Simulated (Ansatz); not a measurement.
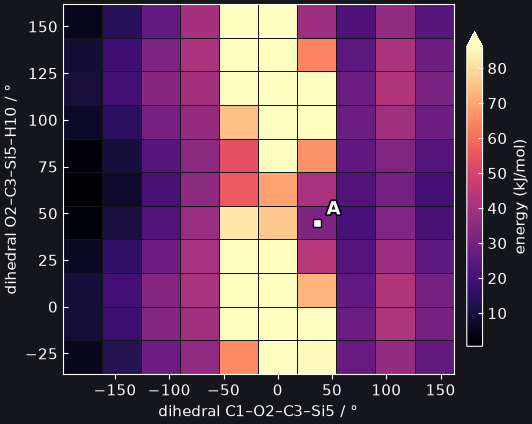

C₂H₇FOSi, SMILES COC(F)[SiH3]. First axis: dihedral C1–O2–C3–Si5. Second axis: dihedral O2–C3–Si5–H10. Nothing is relaxed (all other coordinates rigid). Grid: 10 × 11 points. Points are written as (first, second). Energies are in kJ/mol, from the relaxed molecule at the same level. Energies and slopes of some neighbouring points disagree (a jump in structure or state, or too coarse a mesh). Method: RKS PBE0-D4/def2-SVP (Ansatz).

The picture shows one coloured cell a grid point, one colour for all values above the top of the scale, the point A.

Is A at rest? If not, where is it pushed?

A, at (36°, 45°), is not a stationary point. The computed force is 0.96 kJ/mol for each degree towards larger values of dihedral C1–O2–C3–Si5 and 0.092 kJ/mol for each degree towards larger values of dihedral O2–C3–Si5–H10.
